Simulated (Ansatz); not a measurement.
Band structure of Rb₃Cd (Pm-3m, 4 atoms in the cell).

```
CELL_PARAMETERS angstrom
      6.43244     0.00000     0.00000
      0.00000     6.43244     0.00000
      0.00000     0.00000     6.43244
ATOMIC_POSITIONS crystal
  Rb 0.00000 0.50000 0.50000
  Rb 0.50000 0.00000 0.50000
  Rb 0.50000 0.50000 0.00000
  Cd 0.00000 0.00000 0.00000
```

Level of theory: PBEsol, PAW files made with PBE (plane waves; Ansatz, a quantum-chemistry and plane-wave program).

Settings: basis.ecutwfc = 420 eV; kpoints.mp_grid.grid = 4 4 4; hamiltonian.xc = pbesol; hamiltonian.pseudopotentials = {kind: paw} (the program's default PAW files); scf.occupations.method = fermi_dirac; scf.occupations.width = 0.1 eV; kpoints.band_path.npoints = 8.

The starting cell comes from a database of computed structures (which also holds hypothetical and non-ambient phases and stackings), without a prior relaxation at this level. Its lattice was rescaled by a random factor within 2.5 % of one.

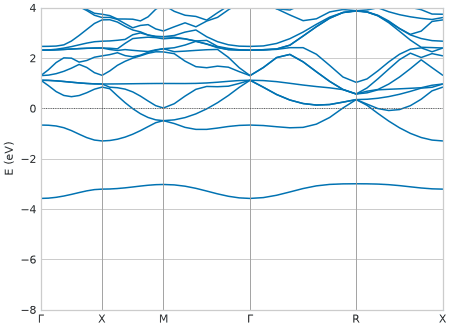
*Bands along the path, energies from the Fermi level.*

Levels in eV from the Fermi level, bands 20 to 27:
```json
[
 {"point": "Γ", "20": "-8.60", "21": "-8.60", "22": "-3.58", "23": "-0.67", "24": "1.12", "25": "1.12", "26": "1.12", "27": "1.30"},
 {"point": "X", "20": "-8.60", "21": "-8.60", "22": "-3.21", "23": "-1.30", "24": "0.84", "25": "0.97", "26": "0.97", "27": "1.31"},
 {"point": "M", "20": "-8.60", "21": "-8.60", "22": "-3.03", "23": "-0.49", "24": "-0.49", "25": "0.01", "26": "0.99", "27": "2.24"},
 {"point": "R", "20": "-8.60", "21": "-8.60", "22": "-3.00", "23": "0.35", "24": "0.35", "25": "0.35", "26": "0.57", "27": "0.57"}
]
```

Bands cross the Fermi level along this path, so the cell is metallic at this level.

Keys are those of Ansatz 0.2.
